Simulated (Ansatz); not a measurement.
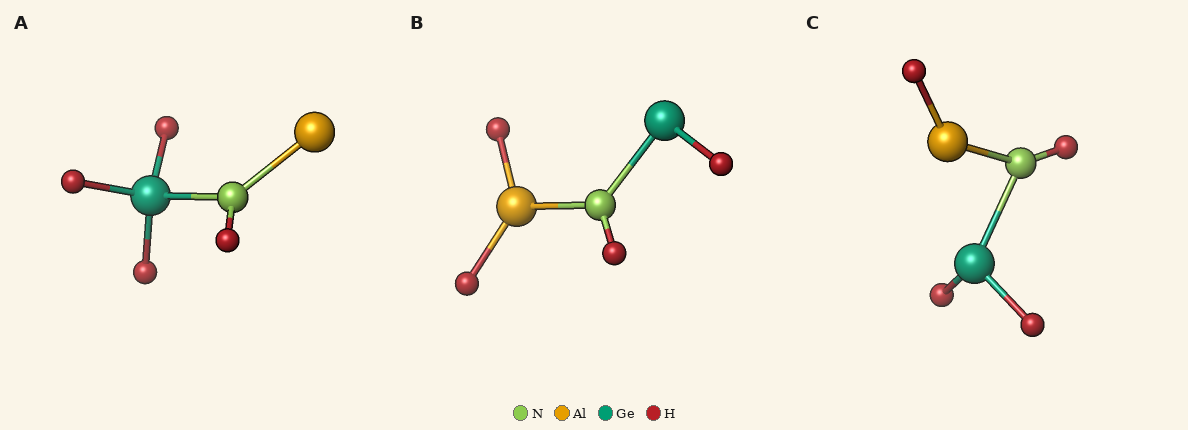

3 stationary structures of one formula. Geometries: PBE0-D4/def2-TZVP. Electronic energies: RHF-CCSD(T) (frozen core)/def2-TZVPP (Ansatz 0.2.0), without zero-point energy. No frequency run is at hand to confirm each as a minimum. Each is one conformer, not always the lowest.

### Which is lowest in energy, and by how much?

A is lowest (Cs); B lies 6.0 kcal/mol above it (Cs), C lies 17.6 kcal/mol above it (Cs).
